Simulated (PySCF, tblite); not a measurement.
**C6H15AlSi: geometry, infrared bands and NMR shifts**

Aim: predict the infrared bands and NMR shifts of C6H15AlSi (`C[CH2][Al]1[CH2]CC[SiH2][CH2]1`).

The runs use tblite 0.8.0 and PySCF 2.14.0, with density-fitted response routines of our own; the level of theory stands in each step. All values are computed, except where a source is named. Atoms are numbered from 0 throughout.

## Step 1: The starting structure

23 atoms, charge 0, multiplicity 1; geometry from: force field or distance geometry start.

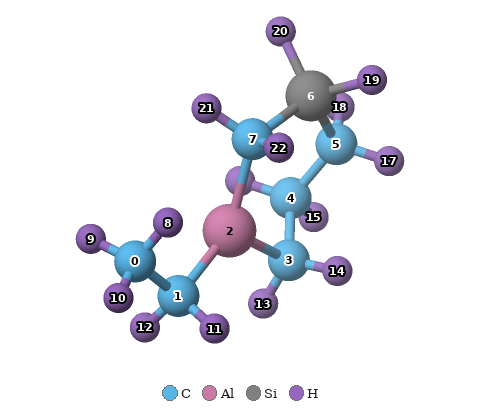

The starting geometry (carbon blue, aluminium pink, silicon grey, hydrogen purple), atoms numbered.

## Step 2: Relaxing the molecule with GFN2-xTB

The job: settings as JSON, then the geometry in Å.

```
{"job": {"kind": "relax", "xc": "GFN2-xTB", "basis": "xTB"}, "charge": 0, "multiplicity": 1}
C      3.403200     0.852400    -0.062500
C      2.626200    -0.392600    -0.485500
Al     0.708800    -0.237400    -0.059500
C     -0.574500    -1.739400    -0.437600
C     -1.699500    -1.501800     0.587500
C     -2.640000    -0.414600     0.203000
Si    -2.034600     1.321200     0.288200
C     -0.201800     1.535700     0.139400
H      2.778500     1.709300    -0.387300
H      3.533500     0.838400     1.038000
H      4.386400     0.865100    -0.544600
H      2.719600    -0.504900    -1.571900
H      3.091400    -1.273100     0.012300
H     -0.016800    -2.683000    -0.242300
H     -0.910400    -1.596200    -1.458400
H     -2.304500    -2.451900     0.554100
H     -1.328000    -1.453300     1.625400
H     -3.123200    -0.571500    -0.785700
H     -3.496000    -0.484900     0.939700
H     -2.658100     2.057000    -0.812500
H     -2.485000     1.953000     1.544800
H      0.209300     2.113000     1.005500
H      0.010600     2.086300    -0.807100
```

Command:

```console
> OMP_NUM_THREADS=1 python probes_run.py task.json out
```

One launch serves the whole session: the jobs run in the order shown.

Standard output:

```text
step      E/eV     max force
  0    -631.54435    2.758
  1    -631.83005    0.981
  2    -631.93557    0.757
  3    -632.00364    0.533
  4    -632.04291    0.542
  5    -632.06253    0.307
  6    -632.07781    0.310
  7    -632.08993    0.279
  8    -632.09892    0.205
  9    -632.10545    0.166
 10    -632.11114    0.166
 11    -632.11637    0.168
 12    -632.12097    0.158
 13    -632.12495    0.150
 14    -632.12843    0.111
 15    -632.13152    0.125
 16    -632.13427    0.117
 17    -632.13675    0.102
 18    -632.13921    0.102
 19    -632.14203    0.129
 20    -632.14530    0.120
 21    -632.14866    0.155
 22    -632.15159    0.141
 23    -632.15388    0.109
 24    -632.15578    0.097
 25    -632.15752    0.077
 26    -632.15909    0.094
 27    -632.16053    0.088
 28    -632.16199    0.106
 29    -632.16351    0.101
 30    -632.16493    0.068
 31    -632.16606    0.063
 32    -632.16695    0.078
 33    -632.16777    0.070
 34    -632.16861    0.071
 35    -632.16946    0.055
 36    -632.17035    0.075
 37    -632.17143    0.096
 38    -632.17282    0.098
 39    -632.17449    0.129
 40    -632.17612    0.116
 41    -632.17744    0.075
 42    -632.17863    0.077
 43    -632.18007    0.086
 44    -632.18162    0.101
 45    -632.18286    0.078
 46    -632.18373    0.057
 47    -632.18455    0.058
 48    -632.18538    0.079
 49    -632.18619    0.081
 50    -632.18683    0.059
 51    -632.18735    0.050
 52    -632.18783    0.048
 53    -632.18850    0.077
 54    -632.18902    0.079
 55    -632.18966    0.051
 56    -632.19013    0.046
 57    -632.19054    0.043
 58    -632.19097    0.058
 59    -632.19149    0.064
 60    -632.19205    0.050
 61    -632.19255    0.049
 62    -632.19296    0.050
 63    -632.19339    0.049
 64    -632.19393    0.051
 65    -632.19460    0.064
 66    -632.19532    0.066
 67    -632.19601    0.062
 68    -632.19668    0.058
 69    -632.19743    0.059
 70    -632.19831    0.062
 71    -632.19911    0.063
 72    -632.19993    0.073
 73    -632.20092    0.067
 74    -632.20195    0.074
 75    -632.20290    0.081
 76    -632.20373    0.057
 77    -632.20456    0.091
 78    -632.20556    0.080
 79    -632.20678    0.071
 80    -632.20856    0.076
 81    -632.20950    0.071
 82    -632.21143    0.071
 83    -632.21287    0.062
 84    -632.21381    0.056
 85    -632.21443    0.061
 86    -632.21502    0.060
 87    -632.21582    0.055
 88    -632.21658    0.072
 89    -632.21717    0.071
 90    -632.21779    0.069
 91    -632.21855    0.071
 92    -632.21953    0.088
 93    -632.22059    0.076
 94    -632.22159    0.062
 95    -632.22242    0.065
 96    -632.22320    0.061
 97    -632.22388    0.052
 98    -632.22458    0.055
 99    -632.22522    0.047
100    -632.22606    0.066
101    -632.22692    0.069
102    -632.22762    0.052
103    -632.22815    0.048
104    -632.22863    0.045
105    -632.22917    0.055
106    -632.22960    0.050
107    -632.23006    0.044
108    -632.23058    0.046
109    -632.23110    0.054
110    -632.23150    0.052
111    -632.23179    0.039
112    -632.23201    0.036
113    -632.23221    0.034
114    -632.23242    0.031
115    -632.23255    0.026
116    -632.23269    0.024
117    -632.23280    0.024
118    -632.23287    0.023
119    -632.23294    0.023
120    -632.23302    0.023
121    -632.23308    0.019
122    -632.23312    0.011
123    -632.23314    0.010
```

Wall time 4.2 s (1 thread of Intel Xeon at 2.50GHz, shared host).

Along the way: (not every step is listed)

```csv
step,energy from step 0 (eV),largest force (eV/Å)
0,0.0000,2.7579
1,-0.2857,0.9813
2,-0.3912,0.7574
3,-0.4593,0.5329
4,-0.4986,0.5416
5,-0.5182,0.3075
6,-0.5335,0.3096
7,-0.5456,0.2788
8,-0.5546,0.2055
19,-0.5977,0.1292
30,-0.6206,0.0685
41,-0.6331,0.0754
52,-0.6435,0.0475
63,-0.6490,0.0487
74,-0.6576,0.0740
85,-0.6701,0.0614
96,-0.6789,0.0610
107,-0.6857,0.0440
118,-0.6885,0.0233
119,-0.6886,0.0228
120,-0.6887,0.0234
121,-0.6887,0.0188
122,-0.6888,0.0110
123,-0.6888,0.0095
```

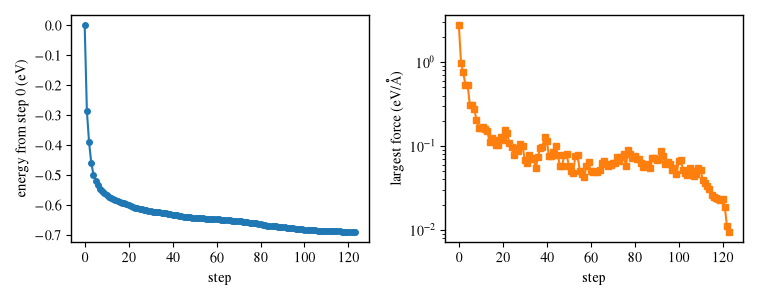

Energy and largest force along the relaxation.

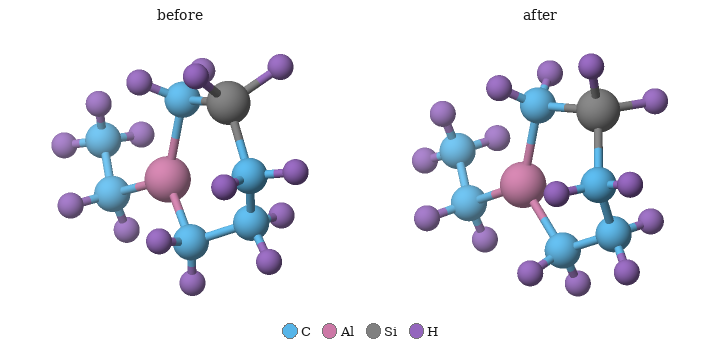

The geometry before (left) and after (right).

Distances of close pairs at the start and the end, largest changes first:

```csv
bond,before (Å),after (Å),change (Å)
C5–Si6,1.840,1.905,+0.065
Si6–C7,1.851,1.908,+0.057
C4–C5,1.488,1.530,+0.042
C5–H18,1.132,1.092,-0.040
C1–Al2,1.970,2.008,+0.038
C4–H15,1.127,1.097,-0.030
C7–H21,1.119,1.095,-0.024
C5–H17,1.112,1.092,-0.019
```

The final coordinates are the input of the step that follows.

## Step 3: Vibrational analysis with GFN2-xTB

The job: settings as JSON, then the geometry in Å.

```
{"job": {"kind": "ir", "xc": "GFN2-xTB", "basis": "xTB"}, "charge": 0, "multiplicity": 1}
C      3.469409     0.846314    -0.173032
C      2.624251    -0.375106    -0.571398
Al     0.669579    -0.128859    -0.182003
C     -0.503760    -1.754258    -0.075898
C     -1.902649    -1.551276     0.530320
C     -2.644155    -0.362268    -0.084619
Si    -2.036768     1.326965     0.554063
C     -0.231666     1.640394     0.020146
H      3.076452     1.751589    -0.636193
H      3.448333     0.991528     0.906645
H      4.510006     0.732428    -0.480601
H      2.778398    -0.566029    -1.644517
H      3.025384    -1.268237    -0.069945
H     -0.003957    -2.570718     0.469014
H     -0.632686    -2.153372    -1.096098
H     -2.498829    -2.460614     0.383193
H     -1.814624    -1.398722     1.609638
H     -2.552476    -0.415821    -1.171914
H     -3.708654    -0.458048     0.138311
H     -2.941495     2.371009     0.035335
H     -2.140486     1.329964     2.024770
H      0.244454     2.321463     0.732986
H     -0.238813     2.178657    -0.935184
```

Standard output:

```text
mode    cm-1     km/mol
  1     -10.3      0.07
  2      25.4      0.12
  3      63.9      0.27
  4      73.6      0.36
  5     134.3      1.68
  6     173.3      3.85
  7     189.1      6.43
  8     209.2      7.39
  9     223.0     17.75
 10     257.3      1.12
 11     370.9      3.96
 12     419.1     13.01
 13     464.3     12.96
 14     488.8     15.12
 15     530.6     65.68
 16     581.7     33.11
 17     594.6     41.95
 18     619.6     72.74
 19     643.6    195.85
 20     657.4     42.84
 21     714.2    215.40
 22     744.3     92.80
 23     778.5    163.88
 24     800.8    269.12
 25     898.6      9.61
 26     909.4     17.40
 27     918.8     13.78
 28     950.0     26.63
 29     968.8     18.27
 30     987.4    102.89
 31    1032.3     13.14
 32    1044.5     15.76
 33    1112.4     15.91
 34    1126.9     26.47
 35    1208.7      4.12
 36    1216.0      4.29
 37    1227.9      4.09
 38    1263.2      1.03
 39    1303.6      2.46
 40    1343.2      5.50
 41    1408.0      0.16
 42    1422.8      0.10
 43    1463.6      0.47
 44    1466.8      0.20
 45    1479.7      1.39
 46    1504.1      1.09
 47    1504.6      2.05
 48    1511.1      0.52
 49    2149.8    511.45
 50    2163.9    264.01
 51    2827.1     31.69
 52    2851.1     47.93
 53    2858.9     33.07
 54    2875.7     71.88
 55    2891.0     33.38
 56    2896.5    101.96
 57    2912.5     37.31
 58    2949.2     10.12
 59    2956.7    111.93
 60    2974.7     65.86
 61    2980.5     74.68
 62    2994.5     42.01
 63    3006.7     29.21
```

It took 4.2 s on 1 thread of Intel Xeon at 2.50GHz, shared host.

The strongest bands and the atoms that carry them (share of the mass-weighted mode):

```csv
cm⁻¹,km/mol,atoms
644,195.8,"Al2 29 %, H20 18 %, C7 14 %, C1 10 %"
714,215.4,"H19 23 %, C7 18 %, Al2 13 %, H21 11 %"
778,163.9,"H20 41 %, H19 38 %"
801,269.1,"C5 19 %, Si6 17 %, H19 15 %, H18 15 %"
987,102.9,"H22 40 %, H21 30 %, C7 26 %"
2150,511.4,"H19 78 %, H20 18 %"
2164,264.0,"H20 79 %, H19 19 %"
2957,111.9,"H17 57 %, H16 24 %"
```

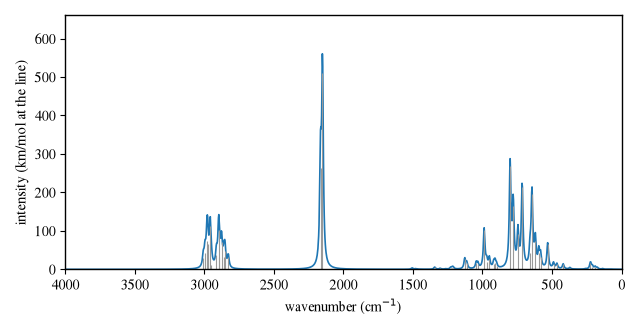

The infrared spectrum from these modes, unscaled. Lines are broadened to a width of 14 cm⁻¹ (Lorentzian).

## Step 4: Shielding tensors: PBE0/pcSseg-1

The job, as its differences from that of step 3:

```diff
@@ -1,2 +1,2 @@
-{"job": {"kind": "ir", "xc": "GFN2-xTB", "basis": "xTB"}, "charge": 0, "multiplicity": 1}
+{"job": {"kind": "nmr", "xc": "PBE0", "basis": "pcSseg-1"}, "charge": 0, "multiplicity": 1}
 C      3.469409     0.846314    -0.173032
```

Level: GIAO PBE0/pcSseg-1 NMR shielding, non-relativistic, gas phase.

Standard output:

```text
coarse grid: 19064 points
cycle   1  E = -768.8710253011  dE =  3.834e-01  |g| = 6.361e-01  |ddm| = 4.171e+00
cycle   2  E = -768.8275180219  dE =  4.351e-02  |g| = 7.536e-01  |ddm| = 1.227e+00
cycle   3  E = -768.9791843286  dE = -1.517e-01  |g| = 4.463e-02  |ddm| = 7.204e-01
cycle   4  E = -768.9796414150  dE = -4.571e-04  |g| = 1.966e-02  |ddm| = 7.669e-02
cycle   5  E = -768.9797333274  dE = -9.191e-05  |g| = 6.214e-03  |ddm| = 2.341e-02
cycle   6  E = -768.9797427820  dE = -9.455e-06  |g| = 1.274e-03  |ddm| = 6.310e-03
final grid: 171648 points
cycle   7  E = -769.0271369647  dE = -3.962e-05  |g| = 9.479e-03  |ddm| = 2.740e-02
cycle   8  E = -769.0271253549  dE =  1.161e-05  |g| = 1.161e-02  |ddm| = 1.850e-02
cycle   9  E = -769.0271606270  dE = -3.527e-05  |g| = 4.451e-04  |ddm| = 1.017e-02
cycle  10  E = -769.0271606627  dE = -3.568e-08  |g| = 1.426e-04  |ddm| = 5.541e-04
cycle  11  E = -769.0271606671  dE = -4.439e-09  |g| = 5.459e-05  |ddm| = 1.589e-04
cycle  12  E = -769.0271606678  dE = -7.369e-10  |g| = 7.770e-06  |ddm| = 5.396e-05
converged SCF energy = -769.0271606678

GIAO shielding tensors (ppm)
atom      isotropic    diamagn.    paramagn.     s11        s22        s33       span
  0 C      175.325     244.660     -69.335    168.627    171.794    185.556     16.929
  1 C      175.778     252.953     -77.175    161.645    177.298    188.390     26.744
  2 Al     258.227     798.908    -540.681    216.329    218.326    340.026    123.697
  3 C      164.495     252.621     -88.126    146.413    166.745    180.328     33.915
  4 C      160.374     245.825     -85.451    152.320    160.658    168.145     15.825
  5 C      168.795     251.841     -83.046    150.164    174.694    181.528     31.365
  6 Si     385.773     879.026    -493.254    349.699    379.354    428.265     78.566
  7 C      195.909     257.000     -61.091    183.342    196.106    208.280     24.938
  8 H       30.421      29.746       0.675     25.600     30.168     35.495      9.896
  9 H       30.677      29.639       1.037     26.616     28.956     36.459      9.843
 10 H       30.210      26.419       3.791     24.814     27.855     37.961     13.147
 11 H       31.219      31.887      -0.668     26.740     30.035     36.883     10.143
 12 H       30.941      31.998      -1.057     26.292     30.180     36.352     10.060
 13 H       30.686      32.188      -1.502     25.665     29.453     36.939     11.274
 14 H       31.121      32.414      -1.292     26.982     30.213     36.168      9.186
 15 H       29.270      29.377      -0.107     22.971     28.280     36.558     13.587
 16 H       30.094      31.265      -1.170     26.621     28.964     34.698      8.077
 17 H       31.375      31.764      -0.390     28.297     29.800     36.027      7.729
 18 H       30.654      28.827       1.827     25.459     28.317     38.185     12.726
 19 H       27.002      28.430      -1.428     22.951     25.184     32.872      9.922
 20 H       27.360      29.164      -1.805     23.929     25.715     32.435      8.505
 21 H       31.636      31.653      -0.017     26.045     29.436     39.428     13.383
 22 H       32.003      31.775       0.228     26.715     29.732     39.562     12.847
```

It took 3 min on 1 thread of Intel Xeon at 2.50GHz, shared host; peak memory 1.1 GiB.

The references, computed at this level on geometries of the same kind, shield at (ppm): 1H TMS 31.72, 13C TMS 186.9, 29Si TMS 349.2, 27Al AlH4- 490.0. Their shielding less the atom's gives the shift. The references are single molecules in the gas phase. Shifts against hydride references such as AlH4− lie on their own scale. Atoms listed in one row are averaged.

```csv
atoms,environment,σ (ppm),δ (ppm)
C4,sp3 CH2 in a ring,160.4,26.6
C3,sp3 CH2 bonded to Al,164.5,22.4
C5,sp3 CH2 bonded to Si,168.8,18.1
C0,methyl carbon,175.3,11.6
C1,sp3 CH2 bonded to Al,175.8,11.1
C7,sp3 CH2 bonded to Al and Si,195.9,-9.0
"H19, H20","hydrogen on a silicon bonded to 2 C, in a 6-membered ring",27.18,4.54
"H15, H16",hydrogen on an sp3 CH2 in a ring,29.68,2.04
"H8, H9, H10",hydrogen on a methyl carbon,30.44,1.28
"H13, H14",hydrogen on an sp3 CH2 bonded to Al,30.90,0.81
"H17, H18",hydrogen on an sp3 CH2 bonded to Si,31.01,0.70
"H11, H12",hydrogen on an sp3 CH2 bonded to Al,31.08,0.64
"H21, H22",hydrogen on an sp3 CH2 bonded to Al and Si,31.82,-0.10
Al2,"aluminium bonded to 3 C, in a 6-membered ring",258.2,231.7
Si6,"silicon bonded to 2 C, 2 H, in a 6-membered ring",385.8,-36.6
```

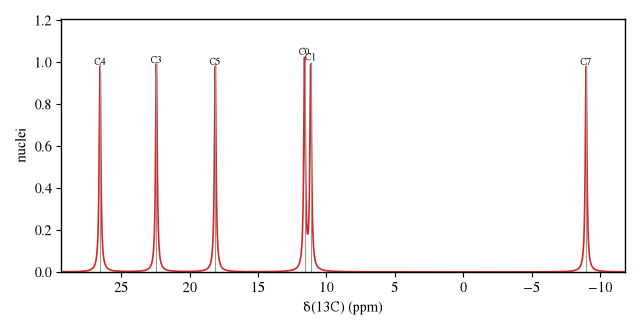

13C lines at the computed shifts, without couplings. Lines are broadened to a width of 0.14 ppm (Lorentzian).

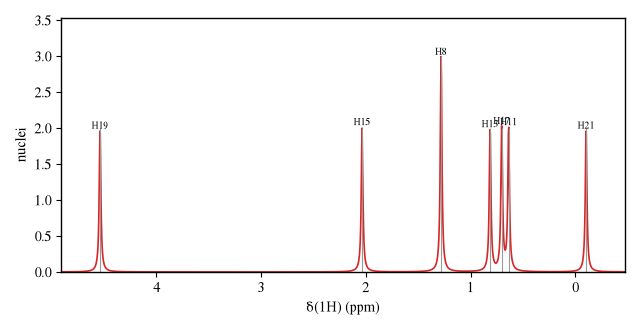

1H lines at the computed shifts, without couplings. Lines are broadened to a width of 0.02 ppm (Lorentzian).

The run also stored atomic charges by several schemes (e):

```csv
atoms,Mulliken,IAO,Hirshfeld,ESP fit
C0,-0.28,-0.40,-0.13,0.09
C1,-0.66,-0.60,-0.22,-0.35
Al2,1.07,1.00,0.57,0.74
C3,-0.63,-0.61,-0.22,-0.52
C4,-0.21,-0.23,-0.07,0.42
C5,-0.53,-0.54,-0.16,-0.45
Si6,0.65,0.75,0.32,0.47
C7,-0.94,-0.90,-0.31,-0.39
```

IAO charges:

C0 -0.40; C1 -0.60; Al2 1.00; C3 -0.61; C4 -0.23; C5 -0.54; Si6 0.75; C7 -0.90; H8 0.13; H9 0.13; H10 0.14; H11 0.14; H12 0.14; H13 0.14; H14 0.14; H15 0.13; H16 0.12; H17 0.13; H18 0.15; H19 -0.13; H20 -0.14; H21 0.16; H22 0.16

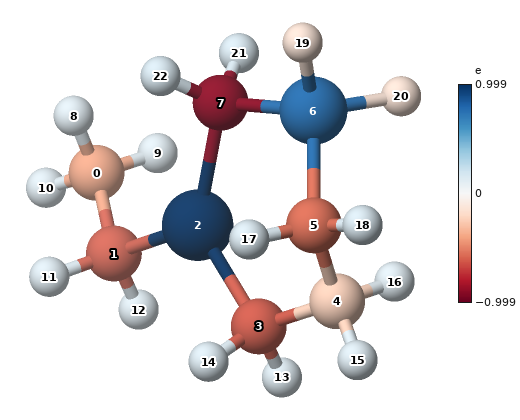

IAO charges, as colours on the atoms.

Mayer bond orders: C0–C1 1.03, C1–Al2 0.85, Al2–C3 0.85, C3–C4 1.02, C4–C5 1.02, C5–Si6 0.91, Si6–C7 0.93, C7–Al2 0.82.

Ring of atoms Al2, C3, C4, C5, Si6, C7: NICS(0) -0.4, NICS(1) -1.2, NICS(1)zz 4.3 ppm (means of both faces).

The fields below are evaluated on a grid from the run's orbitals.

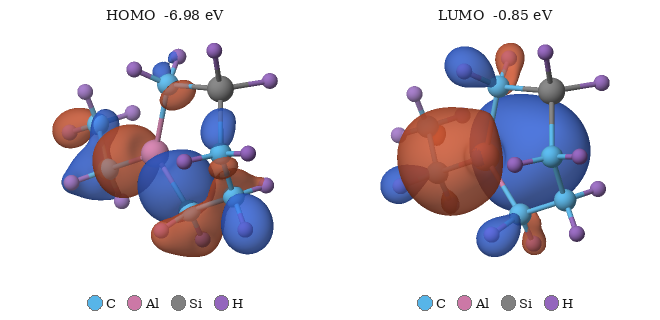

Frontier orbitals at PBE0/pcSseg-1; each surface holds 70 % of the orbital's density, blue and red mark the sign.

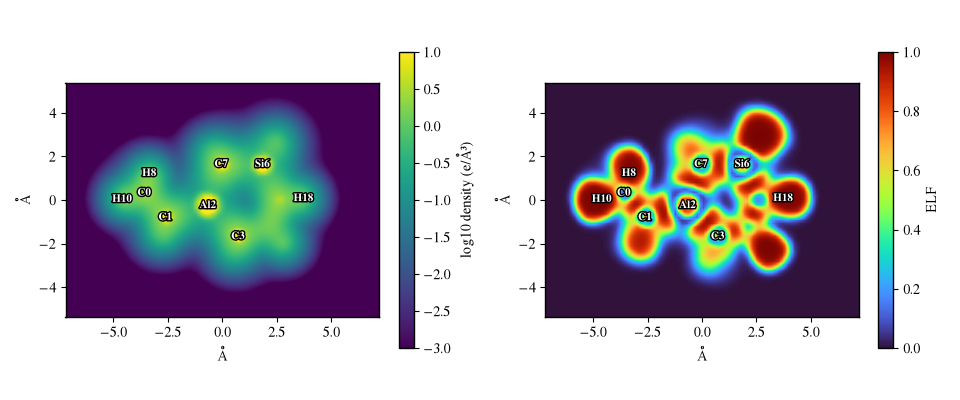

Density (left) and ELF (right) in a plane through or near 9 of the atoms.

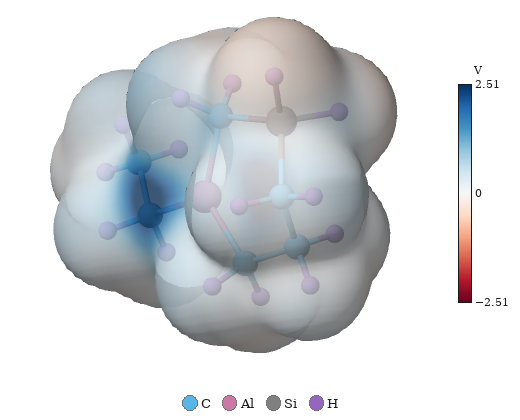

The potential that a unit positive charge feels on the 0.002 e/bohr³ surface, from the 1st to the 99th percentile, from -0.30 to 2.51 V.

## Step 5: Outcome

```
                                                              quantity                                          value
                             strongest single infrared mode (GFN2-xTB)                          2150 cm⁻¹, 511 km/mol
                                          zero-point energy (GFN2-xTB)                                 116.3 kcal/mol
                                13C shifts against TMS (PBE0/pcSseg-1)         26.6, 22.4, 18.1, 11.6, 11.1, -9.0 ppm
1H shifts against TMS (PBE0/pcSseg-1, means over atoms taken as alike)  4.54, 2.04, 1.28, 0.81, 0.70, 0.64, -0.10 ppm
                             27Al shifts against AlH4- (PBE0/pcSseg-1)                                      231.7 ppm
                               29Si shifts against TMS (PBE0/pcSseg-1)                                      -36.6 ppm
                                 surface potential, 1st and 99th percentile                             -0.30 V and 2.51 V
```

**Reading.** The optimisation took 123 steps and gained 0.689 eV; among the close pairs (by a distance rule), C5–Si6 changed most, from 1.840 to 1.905 Å. The lowest mode is slightly imaginary (10i cm⁻¹), a soft motion within the noise of the Hessian, so the minimum is not strictly shown. The strongest single mode, at 2150 cm⁻¹, moves mainly H19. GFN2-xTB is a fitted tight-binding method: band positions and strengths are rough. Its intensities can rank the bands wrongly. At PBE0/pcSseg-1: Shielding is most anisotropic at Al2 (span 124 ppm, paramagnetic term -541 ppm). At PBE0/pcSseg-1, counted by nearest atom on the grid, the HOMO lies on C3 26 %; C1 17 %, the LUMO on Al2 51 %.
